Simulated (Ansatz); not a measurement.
**Run report: ZrN3H6F, molecular dynamics (part 1 of 2)**

- system: ZrN3H6F
- method: RKS revPBE/def2-SVP (Ansatz 0.2.0)

The geometry comes from this level: PBE0-D4/def2-TZVP. Figures and captions count atoms from 1; the log counts them from 0 in places.

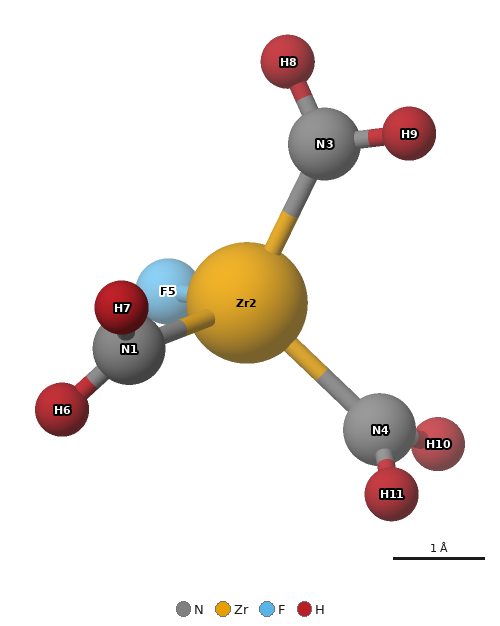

The input geometry (ball-and-stick view, seen at a tilt; atoms are numbered from 1 in the order of the input). Sticks mark near contacts. Bond lengths as drawn: F–Zr 1.93 Å, H–N 1.01 Å and N–Zr 2.04 Å.

## The input
```yaml
crystal:
  periodic: [false, false, false]
  atoms:
    - {symbol: N, position_ang: [0.794075, 1.704144, 0.306143]}
    - {symbol: Zr, position_ang: [-0.455910, 0.184420, -0.220095]}
    - {symbol: N, position_ang: [0.568931, -1.018525, -1.505256]}
    - {symbol: N, position_ang: [-0.818307, -0.905927, 1.461707]}
    - {symbol: F, position_ang: [-2.089213, 0.844813, -1.008079]}
    - {symbol: H, position_ang: [0.505347, 2.577471, 0.727212]}
    - {symbol: H, position_ang: [1.780669, 1.757489, 0.095520]}
    - {symbol: H, position_ang: [0.677284, -0.853333, -2.497382]}
    - {symbol: H, position_ang: [0.957956, -1.924196, -1.284003]}
    - {symbol: H, position_ang: [-1.578390, -1.563356, 1.577388]}
    - {symbol: H, position_ang: [-0.342441, -0.803000, 2.346844]}
basis:
  gaussian: {orbitals: def2-SVP}
hamiltonian: {xc: {name: revPBE}}
md: {timestep: 1 fs, n_steps: 30, ensemble: nvt_nose_hoover, temperature: 1000, initial_velocities: maxwell_boltzmann, seed: 476}
```

Run as:
```bash
ansatz run in.yaml --threads 4 --pin off --events-out ev --progress --plain --max-ram 10444MiB
```

## What the program printed
```
Functional definition: revPBE
  name "revPBE"
  cite "Zhang & Yang, Phys. Rev. Lett. 80, 890 (1998) doi:10.1103/PhysRevLett.80.890"
  cite "Perdew, Burke & Ernzerhof, Phys. Rev. Lett. 77, 3865 (1996) doi:10.1103/PhysRevLett.77.3865"
  parameter kappa = 1.245
  parameter beta = 0.06672455060314922
  exchange = pbe_x(kappa = kappa, mu = beta*pi^2/3)
  correlation = pbe_c(beta = beta)
1290 factors; their error is unknown
mean field evaluation 1: about -8538.0531 eV, gradient 1.1e2 eV
mean field evaluation 2: about -8370.5767 eV, gradient 2.7e2 eV
mean field evaluation 4: about -8563.0692 eV, gradient 1.6e1 eV
mean field evaluation 8: about -8563.8090 eV, gradient 9.9e-2 eV
mean field evaluation 16: about -8563.7588 eV, gradient 6.3e-5 eV
mean field -8563.75882853 eV, -314.7123322244 hartree, gradient 6.3e-5 eV, S^2 0.000000; 0 other end points of the search recorded, 0 dependent functions left out
the calculation of the forces begins
reference -8563.75894188 eV, -314.7123363897 hartree; 24, 24 occupied and 93, 93 virtual orbitals, 1290 factors
md step     0: t =     0.00 fs  T =  1000.0 K  F+E_penalty+E_count = -8563.75882853 eV  E_kin = 1.163340 eV  conserved = -8562.59548854 eV  (28 SCF iters)
these checks for a lower state are left out or cut short: starts, cluster_reference, orbital_swaps, neighbouring_geometries, increment
1290 factors; their error is unknown
mean field -8563.63459000 eV, -314.7077665423 hartree, gradient 1.3e-5 eV, S^2 0.000000; 0 other end points of the search recorded, 0 dependent functions left out
the calculation of the forces begins
reference -8563.63470319 eV, -314.7077707021 hartree; 24, 24 occupied and 93, 93 virtual orbitals, 1290 factors
md step     1: t =     1.00 fs  T =   904.3 K  F+E_penalty+E_count = -8563.63459000 eV  E_kin = 1.052046 eV  conserved = -8562.58254635 eV  (30 SCF iters)
[... from here on the SCF iterations and repeated set-up lines of each step are left out, up to the last step ...]
md step     2: t =     2.00 fs  T =   820.3 K  F+E_penalty+E_count = -8563.52625621 eV  E_kin = 0.954302 eV  conserved = -8562.57197819 eV  (29 SCF iters)
md step     3: t =     3.00 fs  T =   841.1 K  F+E_penalty+E_count = -8563.56868679 eV  E_kin = 0.978510 eV  conserved = -8562.59025328 eV  (31 SCF iters)
md step     4: t =     4.00 fs  T =   813.9 K  F+E_penalty+E_count = -8563.53723684 eV  E_kin = 0.946829 eV  conserved = -8562.59056843 eV  (31 SCF iters)
md step     5: t =     5.00 fs  T =   701.1 K  F+E_penalty+E_count = -8563.39531164 eV  E_kin = 0.815665 eV  conserved = -8562.57991785 eV  (31 SCF iters)
md step     6: t =     6.00 fs  T =   608.9 K  F+E_penalty+E_count = -8563.28333635 eV  E_kin = 0.708305 eV  conserved = -8562.57544371 eV  (30 SCF iters)
md step     7: t =     7.00 fs  T =   597.2 K  F+E_penalty+E_count = -8563.27127172 eV  E_kin = 0.694766 eV  conserved = -8562.57710240 eV  (31 SCF iters)
md step     8: t =     8.00 fs  T =   648.0 K  F+E_penalty+E_count = -8563.33414827 eV  E_kin = 0.753822 eV  conserved = -8562.58117097 eV  (31 SCF iters)
md step     9: t =     9.00 fs  T =   701.9 K  F+E_penalty+E_count = -8563.40255444 eV  E_kin = 0.816577 eV  conserved = -8562.58714630 eV  (30 SCF iters)
md step    10: t =    10.00 fs  T =   683.6 K  F+E_penalty+E_count = -8563.38446556 eV  E_kin = 0.795236 eV  conserved = -8562.59078092 eV  (30 SCF iters)
md step    11: t =    11.00 fs  T =   576.9 K  F+E_penalty+E_count = -8563.24882739 eV  E_kin = 0.671130 eV  conserved = -8562.57964393 eV  (29 SCF iters)
md step    12: t =    12.00 fs  T =   501.3 K  F+E_penalty+E_count = -8563.15578409 eV  E_kin = 0.583178 eV  conserved = -8562.57494277 eV  (30 SCF iters)
md step    13: t =    13.00 fs  T =   495.5 K  F+E_penalty+E_count = -8563.16261577 eV  E_kin = 0.576396 eV  conserved = -8562.58897601 eV  (30 SCF iters)
md step    14: t =    14.00 fs  T =   437.4 K  F+E_penalty+E_count = -8563.09299147 eV  E_kin = 0.508831 eV  conserved = -8562.58736456 eV  (31 SCF iters)
md step    15: t =    15.00 fs  T =   318.5 K  F+E_penalty+E_count = -8562.94547829 eV  E_kin = 0.370505 eV  conserved = -8562.57859007 eV  (31 SCF iters)
md step    16: t =    16.00 fs  T =   230.9 K  F+E_penalty+E_count = -8562.83935263 eV  E_kin = 0.268590 eV  conserved = -8562.57472215 eV  (30 SCF iters)
md step    17: t =    17.00 fs  T =   228.3 K  F+E_penalty+E_count = -8562.83672263 eV  E_kin = 0.265604 eV  conserved = -8562.57540681 eV  (31 SCF iters)
md step    18: t =    18.00 fs  T =   302.0 K  F+E_penalty+E_count = -8562.92666084 eV  E_kin = 0.351361 eV  conserved = -8562.58001817 eV  (31 SCF iters)
md step    19: t =    19.00 fs  T =   389.0 K  F+E_penalty+E_count = -8563.03529113 eV  E_kin = 0.452507 eV  conserved = -8562.58811844 eV  (30 SCF iters)
md step    20: t =    20.00 fs  T =   401.7 K  F+E_penalty+E_count = -8563.05131704 eV  E_kin = 0.467310 eV  conserved = -8562.59010327 eV  (30 SCF iters)
md step    21: t =    21.00 fs  T =   351.6 K  F+E_penalty+E_count = -8562.97726119 eV  E_kin = 0.409009 eV  conserved = -8562.57512741 eV  (30 SCF iters)
md step    22: t =    22.00 fs  T =   388.7 K  F+E_penalty+E_count = -8563.02059446 eV  E_kin = 0.452170 eV  conserved = -8562.57612413 eV  (31 SCF iters)
md step    23: t =    23.00 fs  T =   498.1 K  F+E_penalty+E_count = -8563.16385707 eV  E_kin = 0.579438 eV  conserved = -8562.59317027 eV  (30 SCF iters)
md step    24: t =    24.00 fs  T =   512.8 K  F+E_penalty+E_count = -8563.17559420 eV  E_kin = 0.596589 eV  conserved = -8562.58901724 eV  (31 SCF iters)
md step    25: t =    25.00 fs  T =   440.8 K  F+E_penalty+E_count = -8563.08065791 eV  E_kin = 0.512771 eV  conserved = -8562.57914503 eV  (31 SCF iters)
md step    26: t =    26.00 fs  T =   390.6 K  F+E_penalty+E_count = -8563.01691021 eV  E_kin = 0.454384 eV  conserved = -8562.57492785 eV  (30 SCF iters)
md step    27: t =    27.00 fs  T =   420.8 K  F+E_penalty+E_count = -8563.05188985 eV  E_kin = 0.489553 eV  conserved = -8562.57591431 eV  (30 SCF iters)
md step    28: t =    28.00 fs  T =   520.7 K  F+E_penalty+E_count = -8563.17104432 eV  E_kin = 0.605784 eV  conserved = -8562.58026909 eV  (30 SCF iters)
md step    29: t =    29.00 fs  T =   633.0 K  F+E_penalty+E_count = -8563.30596946 eV  E_kin = 0.736419 eV  conserved = -8562.58638135 eV  (30 SCF iters)
these checks for a lower state are left out or cut short: starts, cluster_reference, orbital_swaps, neighbouring_geometries, increment
1290 factors; their error is unknown
mean field -8563.36627601 eV, -314.6979061852 hartree, gradient 1.3e-5 eV, S^2 0.000000; 0 other end points of the search recorded, 0 dependent functions left out
the calculation of the forces begins
reference -8563.36638693 eV, -314.6979102616 hartree; 24, 24 occupied and 93, 93 virtual orbitals, 1290 factors
1290 factors; their error is unknown
mean field evaluation 256: about -8563.3880 eV, gradient 3.7e0 eV
mean field -8563.36627601 eV, -314.6979061851 hartree, gradient 1.6e-5 eV, S^2 0.000000; 1 other end points of the search recorded, 0 dependent functions left out
the calculation of the forces begins
reference -8563.36638693 eV, -314.6979102616 hartree; 24, 24 occupied and 93, 93 virtual orbitals, 1290 factors
md step    30: t =    30.00 fs  T =   683.6 K  F+E_penalty+E_count = -8563.36627601 eV  E_kin = 0.795280 eV  conserved = -8562.58996814 eV  (30 SCF iters)
```

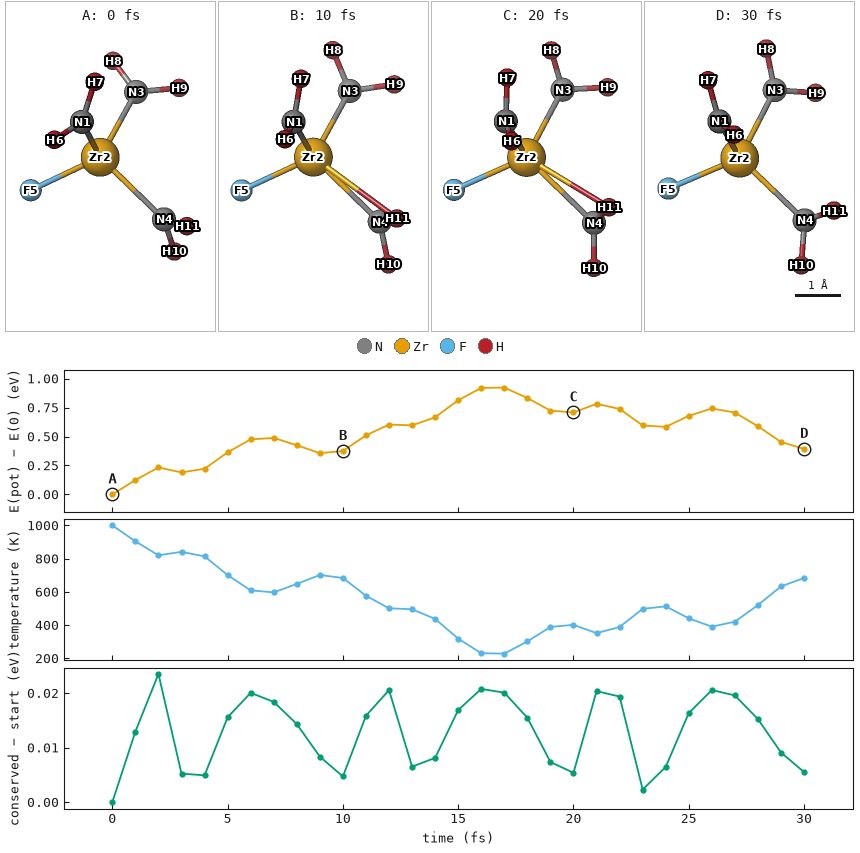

Frames of the molecular dynamics (ball-and-stick, seen at a tilt) above the curves, on which the letters mark them. The trajectory kept here has 31 frames over 30 fs. The temperature starts at 1000 K, ranges from 228 to 1000 K and averages 419 K over the second half. The potential energy ends 0.393 eV above its first value. The conserved quantity stays within 0.024 eV. After an unweighted best fit of the last frame on the first, the root-mean-square displacement is 0.51 Å, and H6 has moved furthest (0.82 Å).

```
Total energy: -8563.36638693 eV, -314.6979102616 hartree
Atom 0 at     0.793305     1.758122     0.301234 Å, force    -0.701642    -0.815896     0.758982 eV/Å
Atom 1 at    -0.470817     0.172905    -0.212759 Å, force     0.573505     0.139993    -0.211845 eV/Å
Atom 2 at     0.581648    -1.019890    -1.568630 Å, force    -1.368048    -0.404821     1.461478 eV/Å
Atom 3 at    -0.812162    -0.933794     1.492981 Å, force    -0.957429     0.509194     0.001901 eV/Å
Atom 4 at    -2.089420     0.854333    -1.061989 Å, force     0.048487    -0.063145     0.101235 eV/Å
Atom 5 at     1.106149     2.038805     1.236761 Å, force    -0.442346    -0.204693     0.504297 eV/Å
Atom 6 at     1.518288     2.192052    -0.228216 Å, force     0.803921     0.571523    -1.434136 eV/Å
Atom 7 at     1.351653    -0.621409    -2.058414 Å, force     1.137748     0.378999    -0.941641 eV/Å
Atom 8 at     0.738783    -2.030768    -1.420323 Å, force     0.049409     0.291926    -0.184673 eV/Å
Atom 9 at    -1.583269    -0.880784     2.176182 Å, force    -0.386422    -0.135634    -0.436801 eV/Å
Atom 10 at    -0.029661    -0.988084     2.126005 Å, force     1.242816    -0.267446     0.381204 eV/Å
Dipole moment:     0.593711    -0.074539     0.462255 e Å
```

## Trajectory as extended XYZ (Å, eV, eV/Å), 31 frames, from step=0 to step=30
```
11
Properties=species:S:1:pos:R:3:forces:R:3 step=0 time_fs=0.0 energy=-8563.75883 temperature=1000.0
N     0.7941    1.7041    0.3061   -0.2267  -0.4021  -0.0357
Zr   -0.4559    0.1844   -0.2201   -0.0137   0.0061  -0.0079
N     0.5689   -1.0185   -1.5053   -0.1283   0.2910   0.3371
N    -0.8183   -0.9059    1.4617    0.1788   0.1838  -0.3856
F    -2.0892    0.8448   -1.0081   -0.4696   0.1895  -0.2272
H     0.5053    2.5775    0.7272   -0.1731   0.6442   0.2827
H     1.7807    1.7575    0.0955    0.7039   0.1004  -0.1228
H     0.6773   -0.8533   -2.4974    0.0804   0.0758  -0.7168
H     0.9580   -1.9242   -1.2840    0.2955  -0.6524   0.0926
H    -1.5784   -1.5634    1.5774   -0.5448  -0.4630   0.1252
H    -0.3424   -0.8030    2.3468    0.2976   0.0267   0.6583
11
Properties=species:S:1:pos:R:3:forces:R:3 step=1 time_fs=1.0 energy=-8563.63459 temperature=904.3
N     0.7918    1.7048    0.3043   -0.7952   0.2106   0.4041
Zr   -0.4551    0.1849   -0.2197   -0.2164  -0.1634  -0.0936
N     0.5668   -1.0251   -1.5129   -0.0899  -0.0729   0.9611
N    -0.8177   -0.9114    1.4666   -1.6469  -0.5311  -2.6916
F    -2.0937    0.8468   -1.0120   -0.3063   0.1300  -0.1522
H     0.5524    2.5840    0.7710   -0.2510   0.1419   0.0853
H     1.7623    1.7768    0.0865    1.3887  -0.0215  -0.3628
H     0.7279   -0.8089   -2.4827    0.2057  -0.0163  -0.9186
H     0.9726   -1.9310   -1.2598    0.0648  -0.0663  -0.2177
H    -1.5926   -1.5548    1.6520   -0.2011  -0.0909  -0.1677
H    -0.3591   -0.8008    2.3007    1.8476   0.4798   3.1537
11
Properties=species:S:1:pos:R:3:forces:R:3 step=2 time_fs=2.0 energy=-8563.52626 temperature=820.3
N     0.7890    1.7055    0.3028   -0.6782   0.9625   0.8133
Zr   -0.4543    0.1854   -0.2193   -0.4054  -0.3094  -0.1725
N     0.5647   -1.0317   -1.5199    0.0713  -0.2917   0.9113
N    -0.8183   -0.9172    1.4697   -2.7119  -1.1272  -3.2518
F    -2.0983    0.8488   -1.0161   -0.1490   0.0722  -0.0802
H     0.5970    2.5919    0.8156   -0.3051  -0.4860  -0.2319
H     1.7572    1.7959    0.0741    1.3598  -0.1488  -0.4546
H     0.7805   -0.7647   -2.4769    0.2034  -0.2327  -0.4620
H     0.9878   -1.9385   -1.2376   -0.1528   0.4835  -0.5210
H    -1.6087   -1.5471    1.7251    0.2817   0.3412  -0.5016
H    -0.3580   -0.7939    2.2847    2.4861   0.7363   3.9511
11
Properties=species:S:1:pos:R:3:forces:R:3 step=3 time_fs=3.0 energy=-8563.56869 temperature=841.1
N     0.7858    1.7070    0.3018    0.1277   1.6009   1.0130
Zr   -0.4536    0.1859   -0.2189   -0.5641  -0.4242  -0.2380
N     0.5626   -1.0385   -1.5263    0.2939  -0.1794   0.4372
N    -0.8207   -0.9237    1.4705   -2.1011  -1.1457  -1.1471
F    -2.1030    0.8509   -1.0202    0.0018   0.0161  -0.0116
H     0.6388    2.5951    0.8580   -0.3836  -0.9676  -0.5214
H     1.7652    1.8136    0.0572    0.6551  -0.3040  -0.3689
H     0.8351   -0.7226   -2.4755    0.0419  -0.5514   0.3128
H     1.0016   -1.9413   -1.2204   -0.2669   0.7880  -0.7257
H    -1.6221   -1.5361    1.7933    0.6695   0.6433  -0.7935
H    -0.3332   -0.7800    2.3065    1.5259   0.5240   2.0432
11
Properties=species:S:1:pos:R:3:forces:R:3 step=4 time_fs=4.0 energy=-8563.53724 temperature=813.9
N     0.7826    1.7095    0.3015    1.1347   1.9535   0.9842
Zr   -0.4529    0.1863   -0.2186   -0.6844  -0.5107  -0.2765
N     0.5607   -1.0455   -1.5324    0.4631   0.2134  -0.0785
N    -0.8246   -0.9311    1.4706   -0.8492  -0.7678   1.3886
F    -2.1076    0.8530   -1.0242    0.1471  -0.0390   0.0553
H     0.6768    2.5891    0.8954   -0.4823  -1.1733  -0.6786
H     1.7794    1.8283    0.0369   -0.2515  -0.4571  -0.1945
H     0.8900   -0.6859   -2.4711   -0.1984  -0.8537   0.9760
H     1.0129   -1.9365   -1.2102   -0.2460   0.7835  -0.7831
H    -1.6291   -1.5189    1.8540    0.8452   0.7485  -0.9835
H    -0.2937   -0.7611    2.3479    0.1218   0.1027  -0.4094
11
Properties=species:S:1:pos:R:3:forces:R:3 step=5 time_fs=5.0 energy=-8563.39531 temperature=701.1
N     0.7802    1.7134    0.3019    1.9001   1.9302   0.7696
Zr   -0.4523    0.1867   -0.2183   -0.7717  -0.5769  -0.2824
N     0.5591   -1.0523   -1.5385    0.4823   0.7681  -0.4282
N    -0.8291   -0.9390    1.4716    0.2103  -0.2641   2.8556
F    -2.1123    0.8550   -1.0283    0.2877  -0.0932   0.1218
H     0.7103    2.5719    0.9263   -0.5776  -1.0734  -0.6453
H     1.7912    1.8387    0.0147   -0.9453  -0.5608  -0.0333
H     0.9431   -0.6573   -2.4573   -0.4162  -1.0341   1.3089
H     1.0217   -1.9243   -1.2075   -0.0946   0.4886  -0.6824
H    -1.6281   -1.4946    1.9052    0.7621   0.6529  -1.0319
H    -0.2531   -0.7412    2.3853   -0.8371  -0.2373  -1.9524
11
Properties=species:S:1:pos:R:3:forces:R:3 step=6 time_fs=6.0 energy=-8563.28334 temperature=608.9
N     0.7791    1.7186    0.3028    2.2363   1.5188   0.3981
Zr   -0.4518    0.1870   -0.2180   -0.8407  -0.6311  -0.2580
N     0.5579   -1.0585   -1.5449    0.3167   1.3449  -0.5435
N    -0.8334   -0.9471    1.4746    1.0455   0.2958   3.2583
F    -2.1167    0.8570   -1.0323    0.4235  -0.1458   0.1877
H     0.7382    2.5443    0.9510   -0.6447  -0.6887  -0.3920
H     1.7940    1.8437   -0.0078   -1.2608  -0.5887   0.0578
H     0.9921   -0.6386   -2.4310   -0.5347  -1.0348   1.2665
H     1.0297   -1.9074   -1.2113    0.1476  -0.0111  -0.4493
H    -1.6197   -1.4641    1.9466    0.4107   0.3812  -0.9097
H    -0.2204   -0.7236    2.4041   -1.2994  -0.4405  -2.6159
11
Properties=species:S:1:pos:R:3:forces:R:3 step=7 time_fs=7.0 energy=-8563.27127 temperature=597.2
N     0.7796    1.7249    0.3040    2.1057   0.8018  -0.0791
Zr   -0.4513    0.1872   -0.2177   -0.9068  -0.6788  -0.2109
N     0.5568   -1.0639   -1.5517    0.0057   1.7360  -0.3736
N    -0.8370   -0.9550    1.4798    1.7452   0.8717   2.8991
F    -2.1210    0.8590   -1.0362    0.5531  -0.1959   0.2518
H     0.7599    2.5102    0.9720   -0.6616  -0.1067   0.0581
H     1.7847    1.8431   -0.0298   -1.1744  -0.5343   0.0533
H     1.0361   -0.6299   -2.3926   -0.4935  -0.8278   0.8706
H     1.0391   -1.8906   -1.2194    0.3836  -0.5350  -0.1592
H    -1.6074   -1.4299    1.9792   -0.1619  -0.0035  -0.6210
H    -0.2003   -0.7102    2.3979   -1.3951  -0.5276  -2.6892
11
Properties=species:S:1:pos:R:3:forces:R:3 step=8 time_fs=8.0 energy=-8563.33415 temperature=648.0
N     0.7815    1.7317    0.3051    1.5273  -0.0008  -0.4986
Zr   -0.4510    0.1874   -0.2175   -0.9811  -0.7217  -0.1540
N     0.5558   -1.0680   -1.5588   -0.3389   1.7011   0.1170
N    -0.8394   -0.9623    1.4870    2.1667   1.3239   1.9803
F    -2.1249    0.8608   -1.0400    0.6739  -0.2423   0.3126
H     0.7753    2.4750    0.9935   -0.6145   0.4647   0.5580
H     1.7641    1.8374   -0.0513   -0.7089  -0.4014  -0.0601
H     1.0753   -0.6290   -2.3459   -0.2556  -0.4202   0.1995
H     1.0522   -1.8789   -1.2290    0.4655  -0.8373   0.0730
H    -1.5966   -1.3957    2.0060   -0.7870  -0.3734  -0.2593
H    -0.1934   -0.7019    2.3658   -1.1473  -0.4926  -2.2683
11
Properties=species:S:1:pos:R:3:forces:R:3 step=9 time_fs=9.0 energy=-8563.40255 temperature=701.9
N     0.7845    1.7385    0.3059    0.6028  -0.5703  -0.5815
Zr   -0.4507    0.1875   -0.2173   -1.0660  -0.7571  -0.1024
N     0.5546   -1.0710   -1.5658   -0.5606   1.1834   0.8060
N    -0.8403   -0.9686    1.4956    1.8835   1.4088   0.6075
F    -2.1286    0.8625   -1.0436    0.7829  -0.2841   0.3684
H     0.7849    2.4443    1.0204   -0.5041   0.7364   0.8204
H     1.7368    1.8278   -0.0733    0.0433  -0.2085  -0.2712
H     1.1121   -0.6322   -2.2972    0.1227   0.0922  -0.5405
H     1.0697   -1.8753   -1.2379    0.2918  -0.7694   0.1628
H    -1.5934   -1.3651    2.0302   -1.1636  -0.5597  -0.0224
H    -0.1976   -0.6982    2.3121   -0.4326  -0.2716  -1.2472
```
